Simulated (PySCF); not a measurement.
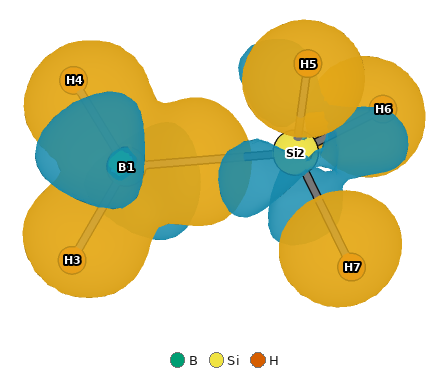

*BH5Si, SMILES `B[SiH3]`. Deformation density (molecule less spherical, spin-averaged free atoms at the same positions), surfaces at ±0.07 e/Å³; yellow: gain, teal: loss.*

Level of theory: TPSS/def2-SVP (PySCF), at a geometry from GFN2-xTB. No frequency check shows the geometry to be a minimum.

Geometry (Å), atoms numbered from 1:

```
B1      -1.4086   -0.0056    0.0002
Si2      0.5473   -0.0019    0.0001
H3      -2.0336   -0.9950   -0.0003
H4      -2.0149    0.9960    0.0003
H5       1.1186    0.6991    1.1622
H6       1.1164    0.6778   -1.1767
H7       1.1942   -1.3232    0.0117
```

### Describe the bonding that the map shows.

B1–H3: +0.45 e/Å³ at the bond critical point (bond length 1.17 Å, Mayer order 1.0). B1–H4: +0.45 e/Å³ at the bond critical point (bond length 1.17 Å, Mayer order 1.0). B1–Si2: +0.20 e/Å³ at the bond critical point (bond length 1.96 Å, Mayer order 1.0). Si2–H7: +0.16 e/Å³ at the bond critical point (bond length 1.47 Å, Mayer order 1.0). Si2–H5 and Si2–H6: +0.15 e/Å³ at the bond critical point (bond length 1.47 Å, Mayer order 0.9). In all, 1.7 electrons gather in the regions of gain relative to the promolecule.

### Where do the Hirshfeld charges lie?

The highest Hirshfeld charge is on Si2 (+0.25 e), the lowest on H7 (−0.09 e).

| atom | charge (e) |
| --- | --- |
| B1 | +0.11 |
| Si2 | +0.25 |
| H3 | −0.06 |
| H4 | −0.06 |
| H5 | −0.08 |
| H6 | −0.08 |
| H7 | −0.09 |
